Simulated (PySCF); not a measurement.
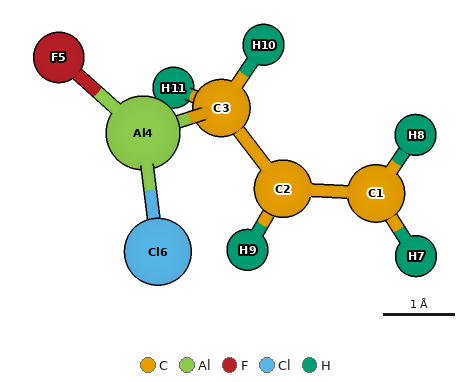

**Figure 1.** The structure (ball-and-stick view, seen at a tilt; atoms are numbered from 1 in the order of the input). Sticks mark near contacts. Bond lengths as drawn: Al–C 1.95 Å, Al–Cl 2.09 Å, Al–F 1.66 Å, C–C 1.34 to 1.49 Å and C–H 1.09 to 1.11 Å.

## What a change does: NMR shielding calculation on C₃H₅AlClF

System: C₃H₅AlClF, SMILES C=C[CH2][Al]([F])[Cl].
Method of run 1: GIAO PBE0/pcSseg-2 NMR shielding, non-relativistic, gas phase (PySCF 2.14.0).

The geometry comes from this level: PBE0-D3(BJ)/def2-SVP. Text and figures count atoms from 1; the logs count them from 0 in places.

**Input file, run 1**
```
{"job": {"kind": "nmr", "xc": "PBE0", "basis": "pcSseg-2", "pop": false}, "charge": 0, "multiplicity": 1}
C     -1.882969    -0.096201    -0.476217
C     -0.753834    -0.658398    -0.036973
C      0.267295    -0.000153     0.827538
Al     1.899123     0.474922    -0.120370
F      3.226712     1.003883     0.728037
Cl     2.106449     0.363618    -2.197644
H     -2.567658    -0.637914    -1.132781
H     -2.161872     0.925475    -0.196883
H     -0.529584    -1.685073    -0.354714
H     -0.124673     0.933852     1.269367
H      0.567035    -0.641689     1.675673
```

The first line tells a small driver script what to run in PySCF; the rest is the geometry in Å.

Command:
```bash
OMP_NUM_THREADS=1 python <driver script> task.json out
```

Hardware: 1 CPU thread, shared host.

**Output (run 1)**
```
coarse grid: 10696 points
cycle   1  E = -919.4373963504  dE =  3.657e-01  |g| = 7.322e-01  |ddm| = 2.468e+00
cycle   2  E = -919.3192434811  dE =  1.182e-01  |g| = 1.160e+00  |ddm| = 1.255e+00
cycle   3  E = -919.5389132277  dE = -2.197e-01  |g| = 1.219e-01  |ddm| = 7.381e-01
cycle   4  E = -919.5419182678  dE = -3.005e-03  |g| = 3.743e-02  |ddm| = 1.137e-01
cycle   5  E = -919.5421920346  dE = -2.738e-04  |g| = 7.525e-03  |ddm| = 3.089e-02
cycle   6  E = -919.5422014223  dE = -9.388e-06  |g| = 4.303e-03  |ddm| = 8.150e-03
cycle   7  E = -919.5422054703  dE = -4.048e-06  |g| = 1.362e-03  |ddm| = 3.468e-03
final grid: 95728 points
cycle   8  E = -919.5504012273  dE = -7.856e-05  |g| = 7.156e-03  |ddm| = 2.885e-02
cycle   9  E = -919.5503974439  dE =  3.783e-06  |g| = 7.644e-03  |ddm| = 1.106e-02
cycle  10  E = -919.5504122543  dE = -1.481e-05  |g| = 8.879e-04  |ddm| = 6.579e-03
cycle  11  E = -919.5504123750  dE = -1.207e-07  |g| = 4.573e-04  |ddm| = 8.267e-04
cycle  12  E = -919.5504124248  dE = -4.978e-08  |g| = 7.767e-05  |ddm| = 3.143e-04
cycle  13  E = -919.5504124260  dE = -1.176e-09  |g| = 3.020e-05  |ddm| = 6.778e-05
cycle  14  E = -919.5504124262  dE = -1.714e-10  |g| = 7.909e-06  |ddm| = 2.141e-05
converged SCF energy = -919.5504124262

GIAO shielding tensors (ppm)
atom      isotropic    diamagn.    paramagn.     s11        s22        s33       span
  0 C       60.416     252.082    -191.666    -56.251     84.629    152.868    209.118
  1 C       38.345     254.992    -216.646    -87.915     43.423    159.528    247.443
  2 C      166.510     244.410     -77.900    143.393    159.516    196.622     53.229
  3 Al     412.069     792.405    -380.336    360.605    367.201    508.401    147.797
  4 F      322.722     466.192    -143.470    244.654    318.137    405.374    160.720
  5 Cl     942.119    1149.114    -206.995    802.407    946.968   1076.982    274.575
  6 H       26.032      29.712      -3.680     22.887     25.216     29.992      7.105
  7 H       25.976      31.326      -5.350     22.427     25.546     29.956      7.529
  8 H       25.129      31.358      -6.229     22.886     24.502     27.998      5.112
  9 H       29.339      30.301      -0.963     26.016     28.626     33.374      7.358
 10 H       29.563      29.318       0.245     25.612     27.826     35.253      9.641
```

The input of run 2 differs as follows (lines with − go, lines with + come):
```diff
-"xc": "PBE0"
+"xc": "KT3"
```

Predict how the results change.

The total energies belong to different methods, so their difference says nothing on which is more stable or more accurate. The HOMO goes from −7.27 to −6.19 eV. The LUMO goes from −0.87 to −1.68 eV. The dipole moment goes from 2.01 to 1.96 D. Of all shieldings, the largest change is that of Al4, by +19.1 ppm. The functional changes from PBE0 to KT3. Exact exchange removes part of the self-interaction error of semilocal functionals, which pushes filled and empty levels apart. The SCF takes 17 iterations against 14.

**Output (run 2)**
```
coarse grid: 10696 points
cycle   1  E = -928.0777275691  dE =  3.762e-01  |g| = 9.781e-01  |ddm| = 2.560e+00
cycle   2  E = -927.3991385154  dE =  6.786e-01  |g| = 2.167e+00  |ddm| = 2.376e+00
cycle   3  E = -928.2418079660  dE = -8.427e-01  |g| = 3.327e-01  |ddm| = 1.821e+00
cycle   4  E = -928.2659758690  dE = -2.417e-02  |g| = 1.023e-01  |ddm| = 3.490e-01
cycle   5  E = -928.2681133083  dE = -2.137e-03  |g| = 3.204e-02  |ddm| = 9.896e-02
cycle   6  E = -928.2682840358  dE = -1.707e-04  |g| = 1.594e-02  |ddm| = 3.404e-02
cycle   7  E = -928.2683347234  dE = -5.069e-05  |g| = 7.714e-03  |ddm| = 1.487e-02
cycle   8  E = -928.2683505537  dE = -1.583e-05  |g| = 1.352e-03  |ddm| = 7.422e-03
cycle   9  E = -928.2683509400  dE = -3.863e-07  |g| = 4.881e-04  |ddm| = 1.617e-03
final grid: 95728 points
cycle  10  E = -928.2845685691  dE = -3.671e-04  |g| = 3.119e-02  |ddm| = 1.329e-01
cycle  11  E = -928.2843393123  dE =  2.293e-04  |g| = 4.640e-02  |ddm| = 4.220e-02
cycle  12  E = -928.2846625892  dE = -3.233e-04  |g| = 1.010e-02  |ddm| = 3.122e-02
cycle  13  E = -928.2846772850  dE = -1.470e-05  |g| = 1.962e-03  |ddm| = 6.440e-03
cycle  14  E = -928.2846782434  dE = -9.584e-07  |g| = 6.572e-04  |ddm| = 2.076e-03
cycle  15  E = -928.2846783392  dE = -9.582e-08  |g| = 2.676e-04  |ddm| = 5.863e-04
cycle  16  E = -928.2846783569  dE = -1.765e-08  |g| = 5.681e-05  |ddm| = 2.540e-04
cycle  17  E = -928.2846783577  dE = -7.976e-10  |g| = 1.714e-05  |ddm| = 9.031e-05
converged SCF energy = -928.2846783577

GIAO shielding tensors (ppm)
atom      isotropic    diamagn.    paramagn.     s11        s22        s33       span
  0 C       68.637     252.471    -183.834    -34.771     91.605    149.076    183.847
  1 C       46.863     255.524    -208.661    -64.443     51.559    153.473    217.916
  2 C      162.722     245.267     -82.546    138.890    155.725    193.550     54.660
  3 Al     431.136     794.623    -363.486    382.316    395.050    516.044    133.727
  4 F      314.764     467.678    -152.914    232.839    309.915    401.538    168.700
  5 Cl     939.862    1151.342    -211.480    801.259    943.352   1074.976    273.717
  6 H       26.358      29.418      -3.060     23.305     25.501     30.268      6.964
  7 H       26.302      31.891      -5.589     23.067     25.913     29.926      6.859
  8 H       25.431      31.247      -5.817     23.438     24.842     28.012      4.575
  9 H       29.426      30.912      -1.486     26.278     28.876     33.125      6.847
 10 H       29.557      29.332       0.225     25.652     28.088     34.932      9.280
```

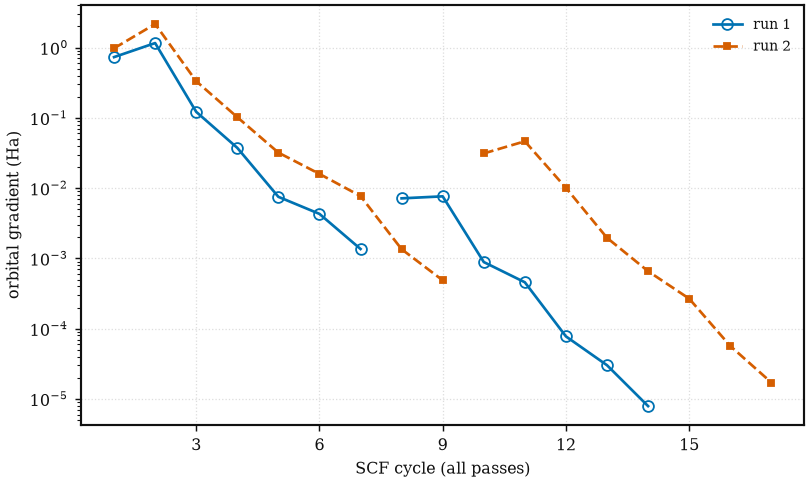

**Figure 2.** Convergence of the two runs: orbital gradient against the SCF cycle. A break in a curve parts two SCF passes (coarse and final grid). Run 1 takes 14 cycles in all, and run 2 takes 17.

**The two runs side by side**

| quantity | run 1 | run 2 |
| --- | --- | --- |
| outcome | converged | converged |
| total energy (hartree) | −919.550412 | −928.284678 |
| HOMO (eV) | −7.27 | −6.19 |
| LUMO (eV) | −0.87 | −1.68 |
| dipole moment (D) | 2.01 | 1.96 |
| shielding of C1 (ppm) | 60.4 | 68.6 |
| shielding of C2 (ppm) | 38.3 | 46.9 |
| shielding of C3 (ppm) | 166.5 | 162.7 |
| shielding of Al4 (ppm) | 412.1 | 431.1 |
| shielding of F5 (ppm) | 322.7 | 314.8 |
| shielding of Cl6 (ppm) | 942.1 | 939.9 |
| shielding of H7 (ppm) | 26.0 | 26.4 |
| SCF iterations | 14 | 17 |
| basis functions | 300 | 300 |
| wall time (shared host) | 61 s | 80 s |
